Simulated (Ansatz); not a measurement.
**UB3LYP/6-31G(d) (Cartesian functions) run of CH3BCl (SMILES C[B]Cl)**

What is the vertical doublet–quartet gap of CH3BCl at UB3LYP/6-31G* (Cartesian functions)? 

Program for the calculation: Ansatz 0.2.0.

70 further runs of the same task are left out: 70 set aside as unsound or not needed.

## Step 1: The molecule

CH3BCl has 6 atoms, charge 0, and is taken as a doublet. SMILES: `C[B]Cl`. Geometry: relaxed at PBE0-D4/def2-TZVP.

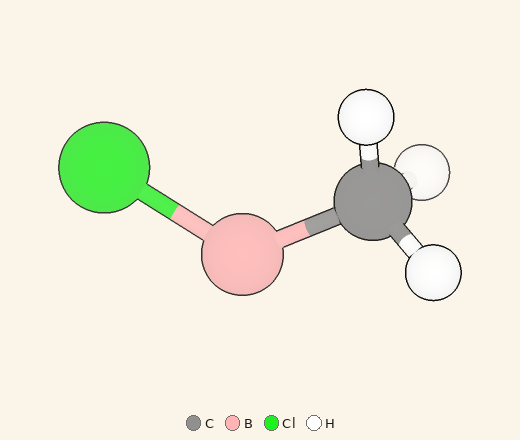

Viewed from a chosen angle; carbon grey, boron pink, chlorine green, hydrogen white.

## Step 2: The energy at UB3LYP/6-31G(d) (Cartesian functions)

Input file run.yaml:

```yaml
crystal:
  periodic: [false, false, false]
  atoms:
    - {symbol: C, position_ang: [-0.289900, 0.325200, -0.312400]}
    - {symbol: B, position_ang: [0.195300, -1.059500, 0.167700]}
    - {symbol: Cl, position_ang: [1.467800, -1.355700, 1.297800]}
    - {symbol: H, position_ang: [-1.073500, 0.641700, 0.390700]}
    - {symbol: H, position_ang: [0.494200, 1.088800, -0.289700]}
    - {symbol: H, position_ang: [-0.752000, 0.295400, -1.300400]}
basis:
  gaussian:
    orbitals: "6-31G*"
magnetization:
  spin_polarized: true
  initial_magnetization: 1
hamiltonian:
  xc: {name: B3LYP}
accuracy: high
output: {orbitals: {seedname: orbitals}}
```

Command:

```bash
ansatz run run.yaml --threads 1 --pin off --max-ram 3480MiB --events-out events.jsonl --progress --plain --runs-dir runs
```

The program printed:

```text
Warning: RAYON_NUM_THREADS=1 ignored (pool sized by the plan → 1); use --threads N
Functional definition: B3LYP
  name "B3LYP"
  parameter a0 = 0.2
  parameter ax = 0.72
  parameter ac = 0.81
  exchange = (1 - a0 - ax)*slater_x + ax*b88_x + a0*exact_x
  correlation = (1 - ac)*vwn_rpa_c + ac*lyp_c
1183 factors; integrals over basis functions are off by at most 3.6e-9 eV
mean field evaluation 1: about -14280.3112 eV, gradient 2.8e1 eV
mean field evaluation 2: about -14279.1520 eV, gradient 3.1e1 eV
mean field evaluation 4: about -14283.9558 eV, gradient 1.2e0 eV
mean field evaluation 8: about -14284.0379 eV, gradient 1.5e-2 eV
mean field evaluation 16: about -14284.0379 eV, gradient 7.4e-5 eV
mean field -14284.03789917 eV, -524.9287107258 hartree, gradient 2.1e-8 eV, S^2 0.751489; 0 other end points of the search recorded, 0 dependent functions left out
reference -14284.03793061 eV, -524.9287118814 hartree; 16, 15 occupied and 39, 40 virtual orbitals, 1183 factors
Total energy: -14284.03793061 eV, -524.9287118814 hartree
```

It took 6.6 s on 1 thread of Arm Neoverse V1, shared host; peak memory 0.2 GiB.

## Step 3: The quartet, same level

Input file in.yaml:

```yaml
crystal:
  periodic: [false, false, false]
  atoms:
    - symbol: C
      position_ang: [-0.289900, 0.325200, -0.312400]
    - symbol: B
      position_ang: [0.195300, -1.059500, 0.167700]
    - symbol: Cl
      position_ang: [1.467800, -1.355700, 1.297800]
    - symbol: H
      position_ang: [-1.073500, 0.641700, 0.390700]
    - symbol: H
      position_ang: [0.494200, 1.088800, -0.289700]
    - symbol: H
      position_ang: [-0.752000, 0.295400, -1.300400]
basis:
  gaussian: {orbitals: "6-31G*"}
magnetization: {spin_polarized: true, initial_magnetization: 3}
hamiltonian: {xc: {name: B3LYP}}
accuracy: high
output: {orbitals: {seedname: orbitals}}
```

Command:

```bash
ansatz run in.yaml --threads 1 --pin off --max-ram 3480MiB --events-out events.jsonl --progress --plain --runs-dir runs
```

The program printed:

```text
Warning: RAYON_NUM_THREADS=1 ignored (pool sized by the plan → 1); use --threads N
Functional definition: B3LYP
  name "B3LYP"
  parameter a0 = 0.2
  parameter ax = 0.72
  parameter ac = 0.81
  exchange = (1 - a0 - ax)*slater_x + ax*b88_x + a0*exact_x
  correlation = (1 - ac)*vwn_rpa_c + ac*lyp_c
1183 factors; integrals over basis functions are off by at most 3.6e-9 eV
mean field evaluation 1: about -14271.0106 eV, gradient 3.4e1 eV
mean field evaluation 2: about -14258.0960 eV, gradient 5.6e1 eV
mean field evaluation 4: about -14277.5097 eV, gradient 5.7e0 eV
mean field evaluation 8: about -14277.8072 eV, gradient 2.0e-1 eV
mean field evaluation 16: about -14277.8076 eV, gradient 2.1e-3 eV
mean field evaluation 32: about -14277.8077 eV, gradient 1.1e-7 eV
mean field -14277.80765012 eV, -524.6997532964 hartree, gradient 3.4e-8 eV, S^2 3.753558; 2 other end points of the search recorded, 0 dependent functions left out
reference -14277.80768245 eV, -524.6997544845 hartree; 17, 14 occupied and 38, 41 virtual orbitals, 1183 factors
Total energy: -14277.80768245 eV, -524.6997544845 hartree
```

It took 8.1 s on 1 thread of Arm Neoverse V1, shared host; peak memory 0.2 GiB.

## Step 4: Outcome

At UB3LYP/6-31G* (Cartesian functions):

| quantity | value |
| --- | --- |
| doublet: total energy | -524.92871 Eh |
| doublet: HOMO energy (highest over α and β) | -5.17 eV |
| doublet: LUMO energy (lowest over α and β) | -1.25 eV |
| doublet: ⟨S²⟩ | 0.751 |
| quartet: total energy | -524.69975 Eh |
| quartet: HOMO energy (highest over α and β) | -2.94 eV |
| quartet: ⟨S²⟩ | 3.754 |
| vertical energy of the quartet above the doublet | 6.230 eV |

In words: At this shape the quartet lies 6.23 eV (601 kJ/mol) above the doublet.
